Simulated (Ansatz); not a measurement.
The figure comes from a scan of MgO (rock salt): a phonon pattern at L = (0.5, 0.0, 0.0) is frozen into a 4-atom cell, Q being the largest atomic displacement. The numbers are results of PBE (plane waves to 420 eV, PAW, scalar-relativistic; Ansatz, a quantum-chemistry and plane-wave program), not measurements. k mesh 13×13×13 (Γ-centred), Fermi-Dirac smearing 0.05 eV. MgO was relaxed with its symmetry unable to fall. 

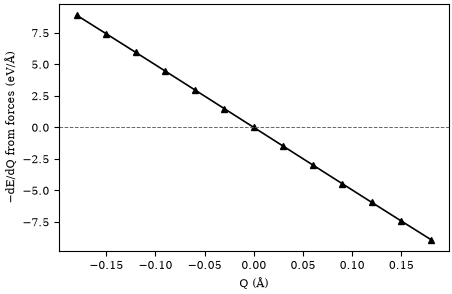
−dE/dQ from forces (eV/Å) against Q (Å); one marker a computed point.

**Question.** Turn the plot into a table (rounded to what can be read).

**Answer.** To the nearest 0.5:

| Q (Å) | −dE/dQ from forces (eV/Å) |
|---|---|
| -0.180 | 9.0 |
| -0.150 | 7.5 |
| -0.120 | 6.0 |
| -0.090 | 4.5 |
| -0.060 | 3.0 |
| -0.030 | 1.5 |
| 0.000 | 0.0 |
| 0.030 | -1.5 |
| 0.060 | -3.0 |
| 0.090 | -4.5 |
| 0.120 | -6.0 |
| 0.150 | -7.5 |
| 0.180 | -9.0 |

(For displaced atoms, the force is minus the slope of the energy, and its curvature is a force constant, which sets phonon frequencies.)
